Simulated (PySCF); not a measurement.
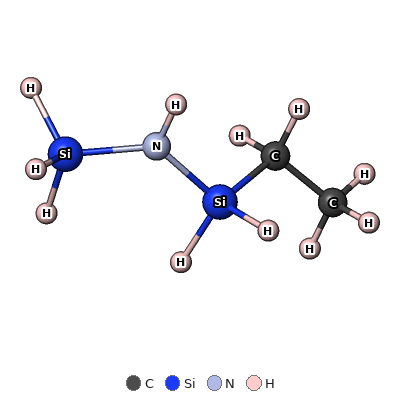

The molecule: C₂H₁₁NSi₂, SMILES CC[SiH2]N[SiH3].

Simulated rotational absorption lines between 18 and 26 GHz at 10 K: rigid rotor with the equilibrium constants and dipole of one optimised conformer (PBE0-D3(BJ)/def2-SVP, PySCF 2.14.0), commonest isotopes; no centrifugal distortion, hyperfine structure, internal rotation or nuclear-spin weights; lines within 1 MHz of each other are summed.

Question: What are the rotational constants, and what kind of rotor is it?

Answer: Rotational constants A, B, C = 10.27, 1.086, 1.065 GHz; Ray's κ = −1.00, a near-prolate asymmetric top.

Question: Which dipole components drive the lines?

Answer:
|μa|, |μb|, |μc| = 0.65, 0.66, 0.94 D; a-type lines carry 61 % of the intensity in this range.

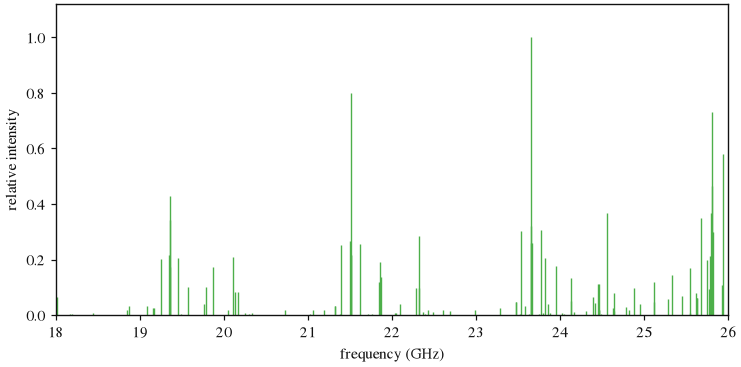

Caveats: coarse grid, loose stop and no frequency check, small forces are noise and the end may be a saddle.
